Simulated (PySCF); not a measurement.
```csv
atom,x (Å),y (Å),z (Å)
N,1.8245,-0.3141,0.6357
C,0.9316,-0.0306,-0.1383
C,-0.5536,-0.0208,0.2206
Cl,-1.1974,1.6128,-0.0238
Cl,-1.4030,-1.1934,-0.8027
H,1.1011,0.2507,-1.1845
H,-0.6998,-0.2996,1.2659
```

Geometry: GFN2-xTB.

These are results of UKS B3LYP, pcH-1 on C Cl H N, non-relativistic, mean-field spin-orbit, GIAO in PySCF, not measurements.

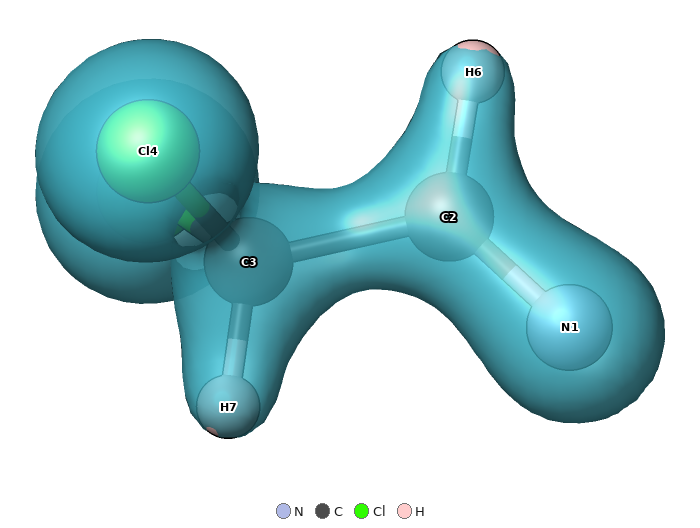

C2H2Cl2N (SMILES [N]=CC(Cl)Cl) (doublet). Isosurface of the electron density at 1 e/Å³ (cyan), seen from one side.

How is the density connected at this value?

At this value the surface is in one piece. It bridges the sampled C–N (1.22 Å), C–C (1.53 Å), C–Cl (1.77 Å) and C–H (1.09 Å) contacts, where the density stays above the isovalue. On the grid the lowest density along these lines, outside the cores, is 3 e/Å³ (C–N, 1.22 Å), 1.6 e/Å³ (C–C, 1.53 Å), 1.3 e/Å³ (C–Cl, 1.77 Å) and 2 e/Å³ (C–H, 1.09 Å).
